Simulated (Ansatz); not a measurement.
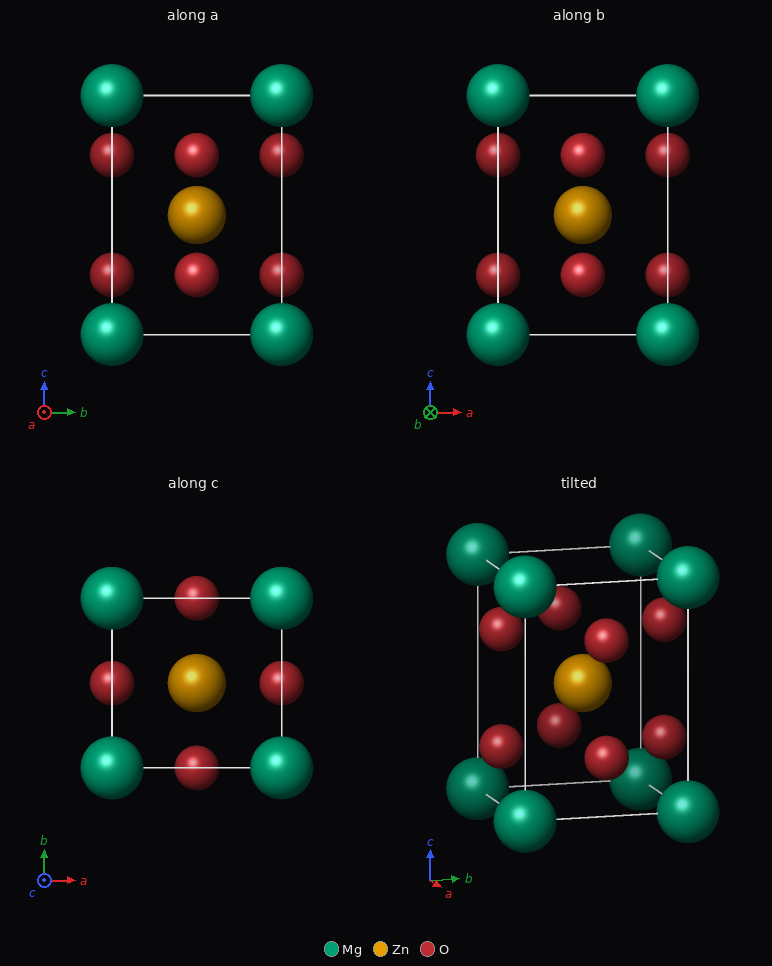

A spheres-only rendering, viewed along the a axis, along the b axis, along the c axis and slightly off an axis. The conventional unit cell is drawn as a box.

Lattice parameters: a = 3.541 Å, b = 3.541 Å, c = 4.989 Å, α = 90.00°, β = 90.00°, γ = 90.00°. Put a along x and b in the xy plane.

Set out the cell and atoms as a POSCAR file.

Answer.
```
Mg Zn O
1.0
     3.541    0.000    0.000
     0.000    3.541    0.000
     0.000    0.000    4.989
Mg Zn O
1 1 4
Direct
  0.0000 0.0000 0.0000
  0.5000 0.5000 0.5000
  0.5000 0.0000 0.7506
  0.0000 0.5000 0.2494
  0.5000 0.0000 0.2494
  0.0000 0.5000 0.7506
```

Origin of the cell: a structure type filled with these elements by a generator (whether the compound takes this form wasn't checked). Earlier steps of the study, as a rule a relaxation of our own, may have changed the cell and positions, so they can lie some per cent off the listed ones. It was run through Ansatz as a DFT input.
